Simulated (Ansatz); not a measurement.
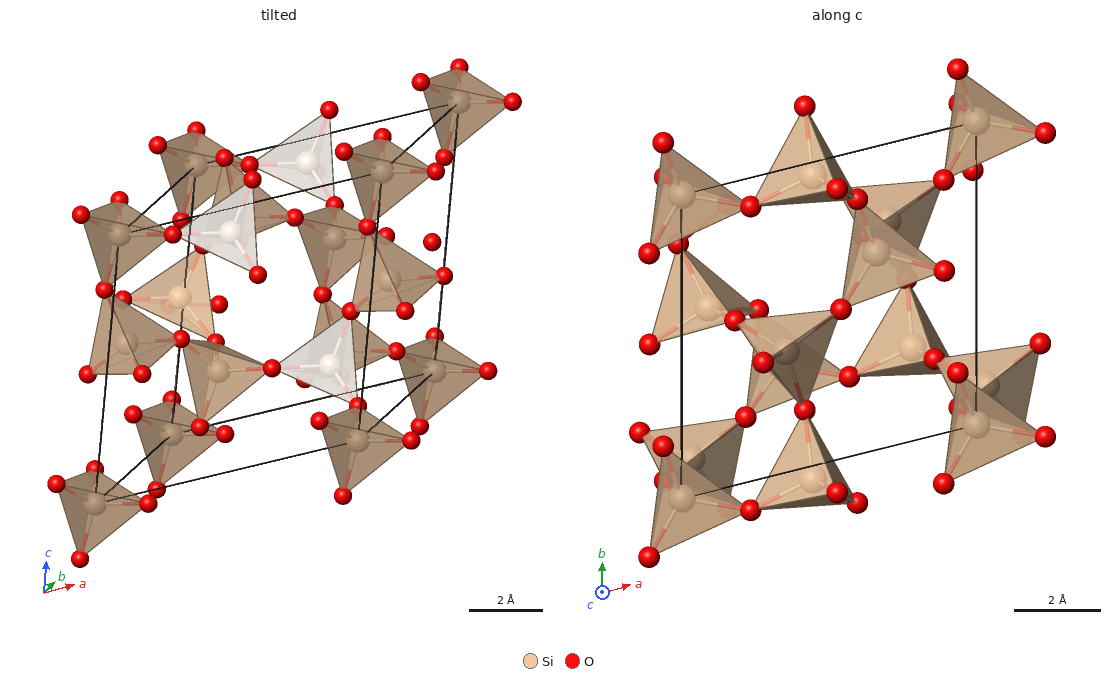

Polyhedral drawing of the structure, looking slightly off an axis and along the c axis. The simulation cell is drawn as a box. Some neighbours outside the box are added.

In words:

- The formula is Si9O19.
- The structure is triclinic, space group P1.
- In the cell are 9 Si, 19 O, which makes 1 formula unit.

Starting structure: a structure listed in the Materials Project, repeated into a supercell with a point defect put in. The atoms were relaxed in a fixed cell with DFT PBE, scalar-relativistic, plane waves, PAW in Ansatz.
